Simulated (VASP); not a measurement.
# Lattice of AlCr2C across functionals and dispersion corrections, part 2 of 4

How much does the cell of AlCr2C depend on the functional? The start is a computed cell from the Materials Project.

VASP 6.6.1, plane waves and PAW; the level of theory is named at each step.

Still holding for the runs below: The k-mesh is coarse for a metal.

So far. Step 2 (Relaxation with LDA): It ends with a largest force of 0.003 eV/Å and a pressure of 0.02 GPa. The conventional cell has a = 2.795 and c = 12.467 Å. The moments are lost on the way, which shrinks a magnet's cell; a magnetic solution may have been missed.

### 3. Relaxation with PBEsol

This step: PBEsol, spin-polarised from a ferromagnetic start; plane waves and PAW (Al, Cr_pv, C) (VASP 6.6.1).

PBEsol restores the gradient expansion of exchange and is tuned for the cells of solids.

INCAR reads:

```
SYSTEM = AlCr2C
PREC = Accurate
ENCUT = 560
EDIFF = 1E-06
NELM = 100
ISMEAR = -1
SIGMA = 0.05
LREAL = .FALSE.
ALGO = Normal
GGA = PS
NBANDS = 50
ISPIN = 2
MAGMOM = 0 0 3 3 3 3 0 0
LASPH = .TRUE.
LMAXMIX = 4
LORBIT = 11
LWAVE = .FALSE.
LCHARG = .FALSE.
KPAR = 8
IBRION = 2
NSW = 60
ISIF = 3
EDIFFG = -0.01
```

POSCAR reads:

```
AlCr2C
1.0
    2.8251010646      0.0000000000      0.0000000000
   -1.4125505323      2.4466092902      0.0000000000
    0.0000000000      0.0000000000     12.6013736800
Al Cr C
2 4 2
Direct
    0.6666666700      0.3333333300      0.2500000000
    0.3333333300      0.6666666700      0.7500000000
    0.3333333300      0.6666666700      0.4149411600
    0.6666666700      0.3333333300      0.9149411600
    0.6666666700      0.3333333300      0.5850588400
    0.3333333300      0.6666666700      0.0850588400
    0.0000000000      0.0000000000      0.5000000000
    0.0000000000      0.0000000000      0.0000000000
```

KPOINTS reads:

```
Automatic mesh
0
Gamma
9 9 2
0 0 0
```

Potentials, in the order of the species: Al, Cr_pv and C (PBE family, release 64).

Started as:

```console
$ mpirun -np 8 vasp_std
```

Numbers of over 12 decimals in the logs are rounded to 6 here.

What it wrote:

```text
[banner, memory and clock lines left out]
running    8 mpi-ranks, on    1 nodes
 distrk:  each k-point on    1 cores,    8 groups
 distr:  one band on    1 cores,    1 groups

 POSCAR found type information on POSCAR AlCrC
 POSCAR found :  3 types and       8 ions
 [... a notice as in an earlier step ...]

 [... a notice as in an earlier step ...]

 LDA part: xc-table for (Slater+PW92), standard interpolation
 POSCAR, INCAR and KPOINTS ok, starting setup
 FFT: planning ... GRIDC
 FFT: planning ... GRID_SOFT
 FFT: planning ... GRID
 WAVECAR not read
 entering main loop
       N       E                     dE             d eps       ncg     rms          rms(c)
DAV:   1     0.761097360286E+03    0.76110E+03   -0.33669E+04  4800   0.146E+03
DAV:   2    -0.252300059498E+02   -0.78633E+03   -0.74265E+03  4808   0.453E+02
DAV:   3    -0.808676706242E+02   -0.55638E+02   -0.53288E+02  5442   0.128E+02
DAV:   4    -0.827953151061E+02   -0.19276E+01   -0.19123E+01  5344   0.219E+01
DAV:   5    -0.828403416026E+02   -0.45026E-01   -0.45011E-01  6442   0.325E+00    0.505E+01
DAV:   6    -0.731943773846E+02    0.96460E+01   -0.92647E+01  5876   0.756E+01    0.248E+01
DAV:   7    -0.699262933849E+02    0.32681E+01   -0.34170E+01  5444   0.489E+01    0.137E+01
DAV:   8    -0.695865344484E+02    0.33976E+00   -0.31576E+00  5388   0.115E+01    0.558E+00
DAV:   9    -0.699143957108E+02   -0.32786E+00   -0.45660E-01  6008   0.468E+00    0.266E+00
DAV:  10    -0.700836292947E+02   -0.16923E+00   -0.66021E-02  6054   0.169E+00    0.181E+00
DAV:  11    -0.701831357550E+02   -0.99506E-01   -0.23599E-02  5882   0.663E-01    0.162E+00
DAV:  12    -0.702404960366E+02   -0.57360E-01   -0.18183E-02  6106   0.870E-01    0.133E+00
DAV:  13    -0.702727658885E+02   -0.32270E-01   -0.68863E-02  6366   0.164E+00    0.460E-01
DAV:  14    -0.702788609429E+02   -0.60951E-02   -0.14634E-02  5490   0.648E-01    0.319E-01
DAV:  15    -0.702792593802E+02   -0.39844E-03   -0.76256E-04  6610   0.176E-01    0.164E-01
DAV:  16    -0.702794976269E+02   -0.23825E-03   -0.41214E-04  5852   0.142E-01    0.793E-02
DAV:  17    -0.702795135844E+02   -0.15958E-04   -0.15573E-04  5642   0.809E-02    0.468E-02
DAV:  18    -0.702795115704E+02    0.20140E-05   -0.14750E-05  6050   0.284E-02    0.215E-02
DAV:  19    -0.702795139007E+02   -0.23303E-05   -0.99556E-06  5400   0.197E-02    0.621E-03
DAV:  20    -0.702795136573E+02    0.24339E-06   -0.86401E-07  3252   0.727E-03
   1 F= -.70279514E+02 E0= -.70253205E+02  d E =-.702795E+02  mag=     0.0009
 curvature:   0.00 expect dE= 0.000E+00 dE for cont linesearch  0.000E+00
 trial: gam= 0.00000 g(F)=  0.130E-01 g(S)=  0.445E-01 ort = 0.000E+00 (trialstep = 0.100E+01)
 search vector abs. value=  0.575E-01
 bond charge predicted
       N       E                     dE             d eps       ncg     rms          rms(c)
DAV:   1    -0.709351984432E+02   -0.65568E+00   -0.13921E+01  5162   0.443E+01    0.890E+00
DAV:   2    -0.706681097262E+02    0.26709E+00   -0.54309E+00  5352   0.189E+01    0.490E+00
DAV:   3    -0.702909938798E+02    0.37712E+00   -0.13169E+00  5368   0.101E+01    0.183E+00
DAV:   4    -0.702613205841E+02    0.29673E-01   -0.13704E-01  5228   0.225E+00    0.339E-01
DAV:   5    -0.702606625722E+02    0.65801E-03   -0.41265E-03  6630   0.401E-01    0.216E-01
DAV:   6    -0.702604092798E+02    0.25329E-03   -0.86159E-04  5386   0.219E-01    0.435E-02
DAV:   7    -0.702604068347E+02    0.24451E-05   -0.72722E-05  6508   0.628E-02    0.187E-02
DAV:   8    -0.702604048690E+02    0.19657E-05   -0.31327E-06  4922   0.136E-02    0.107E-02
DAV:   9    -0.702604033688E+02    0.15002E-05   -0.27647E-06  4558   0.123E-02    0.357E-03
DAV:  10    -0.702604032276E+02    0.14124E-06   -0.34069E-07  3140   0.626E-03
   2 F= -.70260403E+02 E0= -.70235213E+02  d E =0.191104E-01  mag=    -0.0001
[...]
3 F= -.70290502E+02 E0= -.70264599E+02  d E =-.109882E-01  mag=    -0.0001
[...]
4 F= -.70290495E+02 E0= -.70264586E+02  d E =-.109815E-01  mag=    -0.0000
[...]
5 F= -.70290677E+02 E0= -.70264616E+02  d E =-.182278E-03  mag=    -0.0000
 trial-energy change:   -0.000182  1 .order   -0.000184   -0.000281   -0.000086
 step:   1.2639(harm=  1.2639)  dis= 0.00138  next Energy=   -70.290698 (dE=-0.203E-03)
 bond charge predicted
       N       E                     dE             d eps       ncg     rms          rms(c)
DAV:   1    -0.702907502218E+02   -0.72452E-04   -0.65025E-03  6220   0.115E+00    0.949E-02
DAV:   2    -0.702907393036E+02    0.10918E-04   -0.15802E-03  5178   0.300E-01    0.596E-02
DAV:   3    -0.702906999258E+02    0.39378E-04   -0.20066E-04  5342   0.120E-01    0.277E-02
DAV:   4    -0.702906923097E+02    0.76161E-05   -0.18889E-05  5956   0.326E-02    0.822E-03
DAV:   5    -0.702906917108E+02    0.59893E-06   -0.18373E-06  4470   0.877E-03
   6 F= -.70290692E+02 E0= -.70264561E+02  d E =-.196540E-03  mag=    -0.0000
 curvature:  -0.62 expect dE=-0.402E-04 dE for cont linesearch -0.738E-06
 trial: gam= 0.11438 g(F)=  0.192E-05 g(S)=  0.634E-04 ort =-0.194E-04 (trialstep = 0.952E+00)
 search vector abs. value=  0.650E-04
 reached required accuracy - stopping structural energy minimisation
```

Run time: 7.6 min. Hardware: 8 MPI ranks of AMD EPYC 7571, shared host; peak memory 3 GiB; 54 min of CPU time.

Parts of OUTCAR (step 3):

```text
 Found     24 irreducible k-points:

   NELECT =      62.0000    total number of electrons

 E-fermi :  10.1756

 spin component 1
 k-point     1 :       0.0000    0.0000    0.0000
  band No.  band energies     occupation
    ...
     30       9.1006      1.00000
     31       9.9806      0.98015
     32       9.9806      0.98015
     33      10.0107      0.96437
     34      10.0107      0.96437
     35      10.8110      0.00000
     36      10.8110      0.00000
     37      10.8584      0.00000
     38      10.8584      0.00000
     39      13.0209      0.00000
    ...

 k-point     2 :       0.1111    0.0000    0.0000
  band No.  band energies     occupation
    ...
     30       9.2648      1.00000
     31       9.6540      0.99997
     32       9.9314      0.99249
     33       9.9389      0.99129
     34       9.9643      0.98559
     35      10.8875      0.00000
     36      10.9100      0.00000
     37      10.9386      0.00000
     38      11.0675      0.00000
     39      13.1143      0.00000
    ...

 k-point     3 :       0.2222    0.0000    0.0000
  band No.  band energies     occupation
    ...
     29       9.4846      1.00000
     30       9.5919      0.99999
     31       9.6359      0.99998
     32       9.9902      0.97605
     33      10.1529      0.61137
     34      10.1763      0.49652
     35      10.9627      0.00000
     36      11.0289      0.00000
     37      11.0757      0.00000
     38      11.6127      0.00000
    ...

 k-point     4 :       0.3333    0.0000    0.0000
  band No.  band energies     occupation
    ...
     27       8.3760      1.00000
     28       8.5511      1.00000
     29      10.0140      0.96200
     30      10.0554      0.91715
     31      10.1228      0.74188
     32      10.2302      0.25130
     33      10.7570      0.00001
     34      10.7638      0.00001
     35      10.9945      0.00000
     36      11.0786      0.00000
    ...

  Total       -0.0607765     -0.0607765     -0.0559601     -0.0000000      0.0000000      0.0000000
  in kB       -1.1289218     -1.1289218     -1.0394570     -0.0000000      0.0000000      0.0000000
  external PRESSURE =      -1.0991002 kB  Pullay stress =       0.0000000 kB

  energy-cutoff  :      560.00
  volume of cell :       86.25
      direct lattice vectors                 reciprocal lattice vectors
     2.813853378  0.000000000 -0.000000000     0.355384544  0.205181362 -0.000000000
    -1.406926689  2.436868508 -0.000000000    -0.000000000  0.410362724 -0.000000000
    -0.000000000  0.000000000 12.579073888    -0.000000000  0.000000000  0.079497108

 POSITION                                       TOTAL-FORCE (eV/Angst)
 -----------------------------------------------------------------------------------
      1.40693      0.81229      3.14477        -0.000000      0.000000      0.000000
     -0.00000      1.62458      9.43431        -0.000000      0.000000      0.000000
     -0.00000      1.62458      5.22554        -0.000000      0.000000      0.003157
      1.40693      0.81229     11.51507         0.000000     -0.000000      0.003157
      1.40693      0.81229      7.35354         0.000000     -0.000000     -0.003157
     -0.00000      1.62458      1.06400        -0.000000      0.000000     -0.003157
      0.00000      0.00000      6.28954        -0.000000      0.000000      0.000000
      0.00000      0.00000     -0.00000        -0.000000      0.000000      0.000000
 -----------------------------------------------------------------------------------
    total drift:                               -0.000008      0.000005     -0.000000

  FREE ENERGIE OF THE ION-ELECTRON SYSTEM (eV)
  ---------------------------------------------------
  free  energy   TOTEN  =       -70.2906917108 eV

  energy  without entropy=      -70.2384297947  energy(sigma->0) =      -70.26456075

 total charge
# of ion       s       p       d       tot
------------------------------------------
    1        0.414   0.408   0.000   0.821
    2        0.414   0.408   0.000   0.821
    3        0.346   6.438   4.417  11.200
    4        0.346   6.438   4.417  11.200
    5        0.346   6.438   4.417  11.200
    6        0.346   6.438   4.417  11.200
    7        0.903   1.583   0.000   2.485
    8        0.903   1.583   0.000   2.485
--------------------------------------------------
tot          4.017  29.731  17.667  51.415

 magnetization (x)
# of ion       s       p       d       tot
------------------------------------------
    1       -0.000  -0.000   0.000  -0.000
    2       -0.000  -0.000   0.000  -0.000
    3       -0.000   0.000  -0.000  -0.000
    4       -0.000   0.000  -0.000  -0.000
    5       -0.000   0.000  -0.000  -0.000
    6       -0.000   0.000  -0.000  -0.000
    7        0.000   0.000   0.000   0.000
    8        0.000   0.000   0.000   0.000
--------------------------------------------------
tot         -0.000   0.000  -0.000  -0.000

[... 9 parts as in an earlier step ...]

[... 5 further parts left out ...]
```

CONTCAR:

```
AlCr2C
   1.00000000000000
     2.8138533778676349    0.0000000000000000   -0.0000000000000000
    -1.4069266889338174    2.4368685077559871   -0.0000000000000000
    -0.0000000000000000    0.0000000000000000   12.5790738883625597
  Al              Cr              C
     2     4     2
Direct
     0.6666666699999979    0.3333333300000021    0.2500000000000000
     0.3333333300000021    0.6666666699999979    0.7500000000000000
     0.3333333300000021    0.6666666699999979    0.4154150040010980
     0.6666666699999979    0.3333333300000021    0.9154150040010981
     0.6666666699999979    0.3333333300000021    0.5845849959989019
     0.3333333300000021    0.6666666699999979    0.0845849959989020
     0.0000000000000000    0.0000000000000000    0.5000000000000000
     0.0000000000000000    0.0000000000000000    0.0000000000000000
```

The PAW data sets were made with PBE, which is usual practice but a small mismatch for other functionals.

Relaxation path:

```csv
step,energy less that of the first step (eV),largest force (eV/Å),pressure (GPa),volume (Å³)
1,0.0000,0.2591,-2.88,87.10
2,0.0191,0.3937,5.24,84.66
3,-0.0110,0.0248,0.10,86.17
4,-0.0110,0.0288,0.00,86.19
5,-0.0112,0.0107,-0.02,86.23
6,-0.0112,0.0032,-0.11,86.25
```

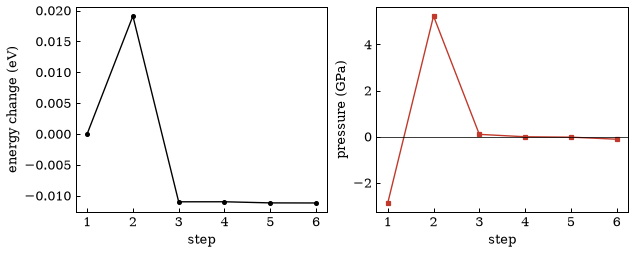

Energy and pressure along the relaxation.

| conventional cell, symmetrised | before | after | change |
| --- | --- | --- | --- |
| a (Å) | 2.825 | 2.814 | -0.4 % |
| b (Å) | 2.825 | 2.814 | -0.4 % |
| c (Å) | 12.601 | 12.579 | -0.2 % |
| volume (Å³/atom) | 10.89 | 10.78 | -1.0 % |

Final coordinates:

```xyz
8
Lattice="2.8139 0.0000 0.0000 -1.4069 2.4369 0.0000 0.0000 0.0000 12.5791" Properties=species:S:1:pos:R:3 pbc="T T T"
Al    1.4069    0.8123    3.1448
Al    0.0000    1.6246    9.4343
Cr    0.0000    1.6246    5.2255
Cr    1.4069    0.8123   11.5151
Cr    1.4069    0.8123    7.3535
Cr    0.0000    1.6246    1.0640
C     0.0000    0.0000    6.2895
C     0.0000    0.0000    0.0000
```

Numbers from this step:

```yaml
free_energy_toten: -70.2907 eV
energy_at_zero_smearing: -70.2646 eV
fermi_energy: 10.18 eV
pressure: -0.1099 GPa
scf_cycles_over_all_ionic_steps: 54
```

It ends at 10.78 Å³/atom, -1.0 % from the start, with -0.11 GPa left. The conventional cell has a = 2.814 and c = 12.579 Å. The moments are lost on the way, which shrinks a magnet's cell; a magnetic solution may have been missed.

### 4. Relaxation with PBE

This step: PBE, spin-polarised from a ferromagnetic start; plane waves and PAW (Al, Cr_pv, C) (VASP 6.6.1).

PBE, the usual starting point, adds the gradient of the density.

Edit INCAR of step 3 so:

```diff
@@ -9,3 +9,3 @@
 ALGO = Normal
-GGA = PS
+GGA = PE
 NBANDS = 50
```

POSCAR is that of step 3.

KPOINTS is that of step 3.

Started as:

```console
$ mpirun -np 8 vasp_std
```

What it wrote:

```text
[banner, memory and clock lines left out]
running    8 mpi-ranks, on    1 nodes
[...]
[... a notice as in an earlier step ...]

 LDA part: xc-table for (Slater+PW92), standard interpolation
 POSCAR, INCAR and KPOINTS ok, starting setup
[...]
entering main loop
       N       E                     dE             d eps       ncg     rms          rms(c)
DAV:   1     0.765673915554E+03    0.76567E+03   -0.33748E+04  4800   0.146E+03
DAV:   2    -0.199449590990E+02   -0.78562E+03   -0.74169E+03  4808   0.453E+02
DAV:   3    -0.758538668535E+02   -0.55909E+02   -0.53526E+02  5448   0.129E+02
DAV:   4    -0.777951148943E+02   -0.19412E+01   -0.19267E+01  5328   0.219E+01
[...]
DAV:  25    -0.655028771361E+02   -0.11662E-04   -0.16131E-05  6070   0.239E-02    0.244E-02
DAV:  26    -0.655028905219E+02   -0.13386E-04   -0.31832E-05  5770   0.335E-02    0.201E-02
DAV:  27    -0.655028902870E+02    0.23496E-06   -0.51068E-06  5540   0.165E-02
   1 F= -.65502890E+02 E0= -.65476894E+02  d E =-.655029E+02  mag=     0.0002
[... from here on, the cycles between the ionic steps are left out ...]
   2 F= -.65489904E+02 E0= -.65462449E+02  d E =0.129860E-01  mag=    -0.0011
   3 F= -.65518314E+02 E0= -.65491712E+02  d E =-.154233E-01  mag=     0.0000
   4 F= -.65520439E+02 E0= -.65493835E+02  d E =-.212491E-02  mag=     0.0000
   5 F= -.65520516E+02 E0= -.65493914E+02  d E =-.220286E-02  mag=     0.0000
[...]
reached required accuracy - stopping structural energy minimisation
```

Run time: 7.4 min. Hardware: 8 MPI ranks; peak memory 3 GiB.

From OUTCAR (step 4):

```text
  Total       -0.0145199     -0.0145199     -0.0275981     -0.0000000      0.0000000      0.0000000
  in kB       -0.2622549     -0.2622549     -0.4984714     -0.0000000      0.0000000      0.0000000
  external PRESSURE =      -0.3409937 kB  Pullay stress =       0.0000000 kB

 POSITION                                       TOTAL-FORCE (eV/Angst)
 -----------------------------------------------------------------------------------
      1.42092      0.82037      3.17074         0.000000      0.000000      0.000000
     -0.00000      1.64074      9.51223         0.000000      0.000000      0.000000
     -0.00000      1.64074      5.26919         0.000000     -0.000000      0.000485
      1.42092      0.82037     11.61067        -0.000000      0.000000      0.000485
      1.42092      0.82037      7.41379        -0.000000      0.000000     -0.000485
     -0.00000      1.64074      1.07230         0.000000     -0.000000     -0.000485
      0.00000      0.00000      6.34149         0.000000      0.000000      0.000000
     -0.00000      0.00000      0.00000         0.000000      0.000000      0.000000
 -----------------------------------------------------------------------------------
    total drift:                               -0.000008      0.000005     -0.000000

  FREE ENERGIE OF THE ION-ELECTRON SYSTEM (eV)
  ---------------------------------------------------
  free  energy   TOTEN  =       -65.5205164553 eV

  energy  without entropy=      -65.4673115110  energy(sigma->0) =      -65.49391398

 magnetization (x)
# of ion       s       p       d       tot
------------------------------------------
    1       -0.000  -0.000   0.000  -0.000
    2       -0.000  -0.000   0.000  -0.000
    3        0.000   0.000   0.000   0.000
    4        0.000   0.000   0.000   0.000
    5        0.000   0.000   0.000   0.000
    6        0.000   0.000   0.000   0.000
    7       -0.000  -0.000   0.000  -0.000
    8       -0.000  -0.000   0.000  -0.000
--------------------------------------------------
tot          0.000  -0.000   0.000   0.000

[... 2 parts as in an earlier step ...]

[... 2 further parts left out ...]
[key lines of the parts left out:]
E-fermi :   9.9271
```

Step by step:

```csv
step,energy less that of the first step (eV),largest force (eV/Å),pressure (GPa),volume (Å³)
1,0.0000,0.0464,3.72,87.10
2,0.0130,0.3890,-4.61,90.32
3,-0.0154,0.1451,0.04,88.45
4,-0.0175,0.0266,0.01,88.66
5,-0.0176,0.0005,-0.03,88.71
```

```
conventional cell, symmetrised  before   after  change
                         a (Å)   2.825   2.842  +0.6 %
                         b (Å)   2.825   2.842  +0.6 %
                         c (Å)  12.601  12.683  +0.6 %
              volume (Å³/atom)   10.89   11.09  +1.8 %
```

The relaxed structure:

```
Al Cr C
1.0
     2.84184    0.00000    0.00000
    -1.42092    2.46110    0.00000
     0.00000    0.00000   12.68298
Al Cr C
2 4 2
Cartesian
  1.4209 0.8204 3.1707
  0.0000 1.6407 9.5122
  0.0000 1.6407 5.2692
  1.4209 0.8204 11.6107
  1.4209 0.8204 7.4138
  0.0000 1.6407 1.0723
  0.0000 0.0000 6.3415
  0.0000 0.0000 0.0000
```

It ends at 11.09 Å³/atom, +1.8 % from the start, with -0.03 GPa left. The conventional cell has a = 2.842 and c = 12.683 Å. The moments are lost on the way, which shrinks a magnet's cell; a magnetic solution may have been missed.

[end of part 2 of 4]

[Lines on the potential files, build, host, timing and source positions are cut from VASP's logs without a mark.]

[Logs are printed without paths, hosts, clocks, repeated set-up lines and the standing remarks that a program may print on its own settings, such as how far it seeks lower states.]

[Hosts, paths, dates, database ids (printed as entryN), source tags and the programs' standing remarks are cut or masked in the printed files.]

[A measured line is paired with the nearest computed mode of its activity, which favours agreement.]
